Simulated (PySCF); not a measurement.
Input

```
{"job": {"kind": "nmr", "xc": "PBE0", "basis": "pcSseg-1"}, "charge": 0, "multiplicity": 1}
C      2.227259    -0.718756    -0.434717
S      2.529333     0.855012     0.428508
Si     0.549897     1.253720     1.181351
C     -0.593804     1.375634    -0.304482
C     -1.487042     0.480999    -0.726244
Si    -1.949896    -1.152199     0.094451
H      1.423429    -0.594030    -1.154133
H      3.148195    -0.980598    -0.944572
H      1.972221    -1.486520     0.289193
H      0.193417     0.166676     2.088964
H      0.705815     2.540627     1.843081
H     -0.454008     2.278796    -0.896204
H     -2.033107     0.710537    -1.637634
H     -3.002555    -1.766952    -0.717900
H     -0.792207    -2.050911     0.146896
H     -2.444545    -0.903091     1.450126
```

Launched as:

```sh
OMP_NUM_THREADS=1 python probes_run.py task.json out
```

Geometry: GFN2-xTB.

Method: PySCF 2.14.0, PBE0/pcSseg-1, SCF density, gas phase, non-relativistic.

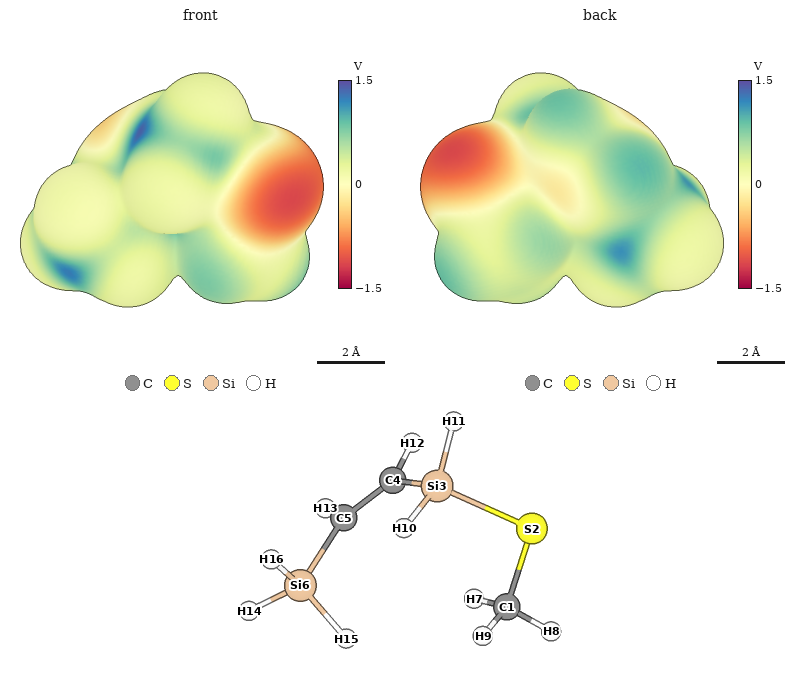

C3H10SSi2 (SMILES CS[SiH2]/C=C\[SiH3]). The electrostatic potential painted on the density surface at 0.002 e/bohr³, seen from the front and from behind; the colour scale runs from red (negative) to blue (positive). The bare structure is drawn below in the same view.

Question: Where is the surface potential most negative and most positive?

Answer: The most negative region (about −1.1 V, or −25 kcal/mol for a unit charge) lies over S2, the most positive (about +1.2 V, or +28 kcal/mol for a unit charge) over Si3 and Si6.

Question: What dipole moment does the calculation give?

Answer: Its dipole moment is 1.81 D.
